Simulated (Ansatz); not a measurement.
HfO₂ (baddeleyite type, space group P2_1/c)

Space group P2₁/c (No. 14); a = 5.162 Å, b = 5.213 Å, c = 5.353 Å, α = γ = 90.00°, β = 99.66°

```csv
atom,site,symmetry,x,y,z
Hf,4e,1,0.2757,0.0429,0.2084
O,4e,1,0.0672,0.3287,0.3484
O,4e,1,0.5508,0.2572,0.0233
```

This relaxed cell (volume V₀) is scaled evenly in all directions, its shape held. The atoms relax within the cell's symmetry.

Computed with PBE (plane waves to 420 eV, PAW, scalar-relativistic; Ansatz, an electronic-structure program). k mesh 5×5×5 (Γ-centred), Fermi-Dirac smearing 0.05 eV. The energy includes the smearing's −TS. Stress and pressure are positive under compression. The relaxing atoms change the space group within the scan (C2/c at V/V₀ = 1.160), so nothing is fitted. HfO2 is run without spin polarisation. HfO2 was relaxed with its symmetry unable to fall. Spin-orbit coupling is left out, though Hf is heavy. The PAW data are Ansatz's earlier set. ΔE is measured from the relaxed starting cell.

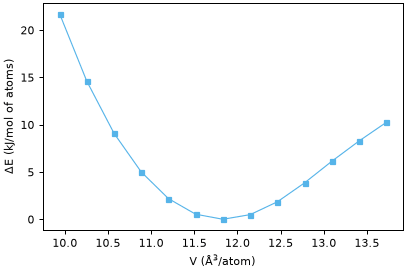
Figure. ΔE (kJ/mol of atoms) against V (Å³/atom); one marker a computed point.

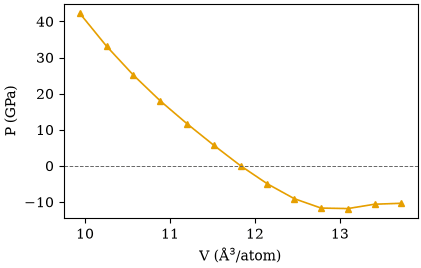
Figure: P (GPa) against V (Å³/atom); one marker a computed point.

The energy cost of the largest expansion comes out as 106.2 meV/atom and the pressure at the smallest volume is 42.2 GPa. The energy cost of the largest compression is 225.3 meV/atom.

(Under strain, the slope of the energy per volume gives the stress and its curvature an elastic modulus.)
